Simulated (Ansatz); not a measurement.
**Refining one setting for Mg₂TeS (R3m, 4 atoms in the cell)**

```
CELL_PARAMETERS angstrom
      2.15477     1.24406     7.08151
     -2.15477     1.24406     7.08151
      0.00000    -2.48811     7.08151
ATOMIC_POSITIONS crystal
  Mg 0.99072 0.99072 0.99072
  Mg 0.51005 0.51005 0.51005
  Te 0.12309 0.12309 0.12309
  S  0.62611 0.62611 0.62611
```

Computed with HSE06, default PAW files made with PBE (plane waves; Ansatz, a quantum-chemistry and plane-wave program).

The starting cell comes from a database of computed structures (which also holds hypothetical and non-ambient phases and stackings), without a prior relaxation at this level. Its lattice was rescaled by a random factor within 2.5 % of one. Spin-orbit coupling is off. Ansatz's pressure includes its estimate of the finite-basis (Pulay) stress.

Held fixed: basis.ecutwfc = 420 eV; hamiltonian.xc = hse06; hamiltonian.pseudopotentials = {kind: paw} (the program's default PAW files); scf.occupations.method = fixed.

ΔF is the free energy per atom less that of the last row (6 6 6).

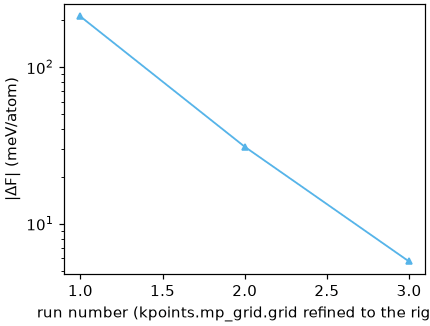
*Size of the energy error against the last run of the series; values under 0.01 meV/atom are drawn at 0.01.*

| kpoints.mp_grid.grid | ΔF (meV/atom) | pressure (GPa) | largest force (eV/Å) | gap on the mesh (eV) | k-points | iterations |
|---|---|---|---|---|---|---|
| 2 2 2 | 210.6 | 0.66 | 0.070 | 2.377 | 4 | 16 |
| 3 3 3 | 31.0 | -0.69 | 0.042 | 2.313 | 6 | 15 |
| 4 4 4 | 5.7 | -0.93 | 0.039 | 2.299 | 13 | 14 |
| 6 6 6 | 0.00 | -1.00 | 0.038 | 2.296 | 32 | 15 |

Pressure within 0.1 GPa of the last row: from kpoints.mp_grid.grid = 4 4 4 on; the one before it is off by 0.31 GPa. Only the last setting checks this, so the series should go further.

Largest force within 0.02 eV/Å of the last row: from kpoints.mp_grid.grid = 3 3 3 on; the one before it is off by 0.032 eV/Å. The value it settles on is 0.038 eV/Å at this level of theory and with the other settings as held.

The gap is read on the k-point mesh of the run and can differ from the gap over the whole zone at this level.

Keys are those of Ansatz 0.2.
